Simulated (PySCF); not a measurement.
**CH₆Ge₂O: electronic excitations and core binding energies**

What electronic excitations and core binding energies should CH₆Ge₂O (`[CH2]1[O][GeH2][GeH2]1`) show?

The runs use PySCF 2.14.0, with density-fitted response routines of our own; the level of theory stands in each step. All values are computed, except where a source is named. Atoms count from 0, in the outputs and in this text.

### Step 1. Starting geometry

10 atoms, charge 0, multiplicity 1; geometry from: GFN2-xTB.

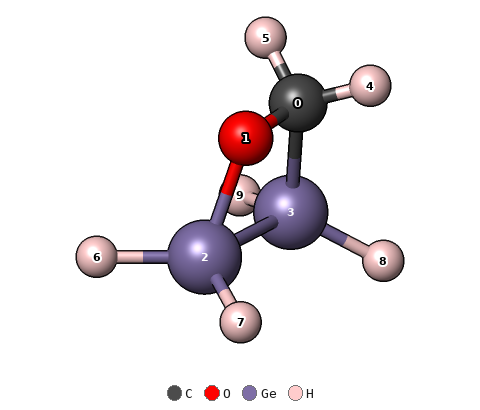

As it starts; carbon dark grey, oxygen red, germanium purple, hydrogen pink, atoms numbered.

### Step 2. Excited states and response: CAM-B3LYP/def2-SVPD

What the job is given:

```
{"job": {"kind": "uv", "xc": "CAM-B3LYP", "basis": "def2-SVPD", "nstates": 8, "ntriplets": 3}, "charge": 0, "multiplicity": 1}
C      0.216114     1.257645     0.163382
O     -1.131003     0.823794     0.206762
Ge    -1.181337    -0.975104    -0.048827
Ge     1.189661    -0.474405    -0.167321
H      0.478370     1.742882     1.109537
H      0.340169     1.998861    -0.633281
H     -2.109660    -1.232276    -1.239318
H     -1.916013    -1.577708     1.151823
H      2.158350    -0.953004     0.908754
H      1.964231    -0.606030    -1.474039
```

Method: TDDFT CAM-B3LYP/def2-SVPD, vertical, gas phase, core orbitals frozen in the response.

On the command line:

```sh
$ OMP_NUM_THREADS=1 python probes_run.py task.json out
```

This one command runs all jobs of the session in turn.

The program printed:

```text
coarse grid: 40024 points
cycle   1  E = -4270.3815897618  dE = -8.476e-01  |g| = 8.772e-01  |ddm| = 3.752e+00
cycle   2  E = -4270.1896449108  dE =  1.919e-01  |g| = 1.345e+00  |ddm| = 2.012e+00
cycle   3  E = -4270.5079074143  dE = -3.183e-01  |g| = 1.395e-01  |ddm| = 1.261e+00
cycle   4  E = -4270.5107340864  dE = -2.827e-03  |g| = 4.523e-02  |ddm| = 1.746e-01
cycle   5  E = -4270.5110137744  dE = -2.797e-04  |g| = 3.312e-03  |ddm| = 4.414e-02
cycle   6  E = -4270.5110172515  dE = -3.477e-06  |g| = 1.487e-03  |ddm| = 9.808e-03
final grid: 80728 points
cycle   7  E = -4270.5109430931  dE = -1.400e-07  |g| = 1.530e-03  |ddm| = 3.743e-03
cycle   8  E = -4270.5109430162  dE =  7.692e-08  |g| = 1.649e-03  |ddm| = 3.482e-03
cycle   9  E = -4270.5109436545  dE = -6.383e-07  |g| = 5.970e-05  |ddm| = 1.746e-03
cycle  10  E = -4270.5109436555  dE = -9.559e-10  |g| = 4.467e-05  |ddm| = 1.125e-04
cycle  11  E = -4270.5109436560  dE = -5.575e-10  |g| = 9.183e-06  |ddm| = 8.192e-05
converged SCF energy = -4270.5109436560

Static polarisability (au): isotropic 78.402, principal 66.960 72.925 95.320

Singlet excitations
state   eV       nm        f      main configurations
  1   5.6822    218.2   0.00061   H->L 0.85
  2   5.8464    212.1   0.00437   H-1->L 0.95
  3   6.2235    199.2   0.18118   H-2->L 0.74, H-2->L+1 0.12
  4   6.3437    195.4   0.00182   H-1->L+1 0.61, H-2->L+1 0.25
  5   6.3625    194.9   0.00227   H->L+1 0.80, H->L 0.10
  6   6.8000    182.3   0.15659   H-2->L+1 0.51, H-2->L 0.15, H-1->L+1 0.12
  7   6.9331    178.8   0.00021   H-1->L+3 0.93
  8   7.1069    174.5   0.04197   H->L+3 0.79, H-1->L+2 0.14

Triplet excitations (Tamm-Dancoff, eV): 5.1330 5.4101 5.6088
```

It took 42 s on 1 thread of Arm Neoverse N1, shared host; peak memory 0.72 GiB.

The orbitals next to the gap, with their largest atomic shares:

| orbital | eV | atoms |
| --- | --- | --- |
| HOMO−3 | -11.07 | Ge3 35 %, H9 20 %, H8 20 % |
| HOMO−2 | -9.20 | Ge2 31 %, Ge3 30 %, O1 12 % |
| HOMO−1 | -8.99 | O1 38 %, C0 25 %, Ge3 18 % |
| HOMO | -8.90 | O1 57 %, C0 12 %, Ge2 9 % |
| LUMO | 0.02 | Ge2 32 %, Ge3 27 %, H6 9 % |
| LUMO+1 | 0.54 | Ge2 28 %, Ge3 27 %, C0 10 % |
| LUMO+2 | 1.06 | Ge3 38 %, Ge2 24 %, C0 7 % |

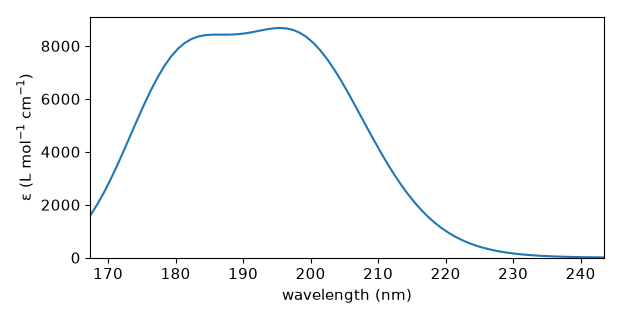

Absorption spectrum: each of the 8 states is a Gaussian band of 0.4 eV half-width at 1/e. Beyond the last state computed it falls off for lack of states.

Ground-state properties from the same run:

| property | computed |
| --- | --- |
| dipole moment (D) | 2.00 |
| polarisability (Å³) | 11.62 |
| HOMO–LUMO gap (eV) | 8.93 |
| −ε(HOMO) (eV) | 8.90 |

### Step 3. Core-electron binding energies: SCAN, X2C

The job, as its differences from that of step 2:

```diff
@@ -1,2 +1,2 @@
-{"job": {"kind": "uv", "xc": "CAM-B3LYP", "basis": "def2-SVPD", "nstates": 8, "ntriplets": 3}, "charge": 0, "multiplicity": 1}
+{"job": {"kind": "xps"}, "charge": 0, "multiplicity": 1}
 C      0.216114     1.257645     0.163382
```

With the program's defaults for keys left out, this is: delta-SCF UKS SCAN, pcX-2 on the ionised atom, pcseg-1 elsewhere, spin-free X2C.

The program printed:

```text
ground state, core basis on atom 0 (C), 143 functions
  cycle   1  E = -4304.74587935  |g| = 6.93e-01
  cycle   2  E = -4303.85130613  |g| = 2.08e+00
  cycle   3  E = -4304.84553619  |g| = 9.36e-02
  cycle   4  E = -4304.84659442  |g| = 7.66e-02
  cycle   5  E = -4304.84781637  |g| = 2.26e-02
  cycle   6  E = -4304.84796359  |g| = 5.08e-03
  cycle   7  E = -4304.84797318  |g| = 1.49e-03
  cycle   8  E = -4304.84797433  |g| = 1.41e-04
  E(ground) = -4305.11610457 Eh
hole in C 1s of atom 0
  cycle   1  E = -4293.55414638  |g| = 1.51e+00
  cycle   2  E = -4292.52620527  |g| = 2.07e+00
  cycle   3  E = -4294.07666279  |g| = 3.94e-01
  cycle   4  E = -4294.10083261  |g| = 3.05e-01
  cycle   5  E = -4294.13564518  |g| = 7.89e-02
  cycle   6  E = -4294.13834810  |g| = 1.30e-02
  cycle   7  E = -4294.13843468  |g| = 6.84e-03
  cycle   8  E = -4294.13847355  |g| = 2.49e-03
  cycle   9  E = -4294.13848377  |g| = 1.13e-03
  cycle  10  E = -4294.13848432  |g| = 2.35e-04
  E(ion) = -4294.40558826 Eh   <S^2> = 0.7768   hole on atom = 1.000   binding energy = 291.448 eV
ground state, core basis on atom 1 (O), 143 functions
  cycle   1  E = -4304.87593526  |g| = 1.01e-01
  cycle   2  E = -4304.87429042  |g| = 1.02e-01
  cycle   3  E = -4304.87541622  |g| = 6.97e-02
  cycle   4  E = -4304.87633419  |g| = 4.85e-03
  cycle   5  E = -4304.87634122  |g| = 1.27e-03
  cycle   6  E = -4304.87634074  |g| = 2.88e-04
  E(ground) = -4305.14228618 Eh
hole in O 1s of atom 1
  cycle   1  E = -4284.29123683  |g| = 2.23e+00
  cycle   2  E = -4283.63178500  |g| = 2.33e+00
  cycle   3  E = -4285.06881725  |g| = 4.51e-01
  cycle   4  E = -4285.12589200  |g| = 1.58e-01
  cycle   5  E = -4285.13901328  |g| = 6.20e-02
  cycle   6  E = -4285.14115464  |g| = 1.26e-02
  cycle   7  E = -4285.14122308  |g| = 4.60e-03
  cycle   8  E = -4285.14123410  |g| = 1.16e-03
  cycle   9  E = -4285.14123205  |g| = 2.96e-04
  E(ion) = -4285.40823467 Eh   <S^2> = 0.7638   hole on atom = 1.000   binding energy = 536.991 eV
```

Run time: 28 s. Hardware: 1 thread of Arm Neoverse N1, shared host; peak memory 0.6 GiB.

The holes in one table. −ε is the ground-state orbital energy:

| hole | stands for | environment | ΔSCF (eV) | −ε (eV) | ⟨S²⟩ |
| --- | --- | --- | --- | --- | --- |
| C1s on C0 | C0 | sp3 CH2 bonded to Ge and O | 291.45 | 275.0 | 0.777 |
| O1s on O1 | O1 | oxygen bonded to C, Ge, in a 4-membered ring | 536.99 | 516.1 | 0.764 |

### Step 4. Results

| quantity | value |
| --- | --- |
| lowest singlet (CAM-B3LYP/def2-SVPD) | 5.68 eV (218 nm), f = 0.001 |
| brightest single state of those computed | state 3, 6.22 eV, f = 0.181 |
| lowest triplet | 5.13 eV |
| C1s binding energies, SCAN/pcX-2 | C0 291.45 eV |
| O1s binding energies, SCAN/pcX-2 | O1 536.99 eV |

**Reading.** The first singlet state (HOMO→LUMO 0.85) lies at 5.68 eV and is dark; of the 8 states computed, the strongest absorption comes from state 3 at 6.22 eV. The lowest triplet lies 0.55 eV below the lowest singlet (triplets in Tamm-Dancoff, singlets in full TDDFT).
